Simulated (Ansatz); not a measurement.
Profile along the Cu–O line in Cu2O (cuprite type, space group Pn-3m)

Cu2O (cuprite type, space group Pn-3m)

```
Cu2O
1.0
    4.22208     0.00000     0.00000
    0.00000     4.22208     0.00000
    0.00000     0.00000     4.22208
Cu O
4 2
Direct
  0.75000   0.75000   0.75000
  0.75000   0.25000   0.25000
  0.25000   0.75000   0.25000
  0.25000   0.25000   0.75000
  0.00000   0.00000   0.00000
  0.50000   0.50000   0.50000
```

Fields along a shortest Cu–O line of a {110} plane (1.83 Å), from Cu to O, interpolated on the slice's grid (step about 0.2 Å). Method: PBEsol (plane waves to 420 eV, PAW, scalar-relativistic; Ansatz, a first-principles code). k mesh 8×8×8. Near the nuclei the fields are pseudised (PAW); where an atom keeps semicore shells as valence, they peak there. Cu2O is run without spin polarisation. Cu2O was relaxed with its symmetry unable to fall. The PAW data are Ansatz's earlier set.

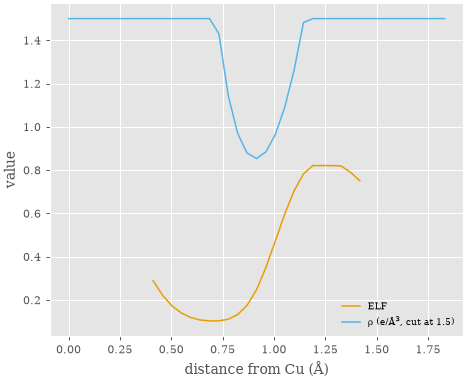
Fig. 1. ELF (away from the nuclei) and valence density from Cu to O.

Density on the Cu–O line (1.83 Å) at its midpoint: 0.85 e/Å³. ELF at that point: 0.25. ELF maximum in the middle third of the Cu–O line: 0.82, 1.2 Å from Cu.
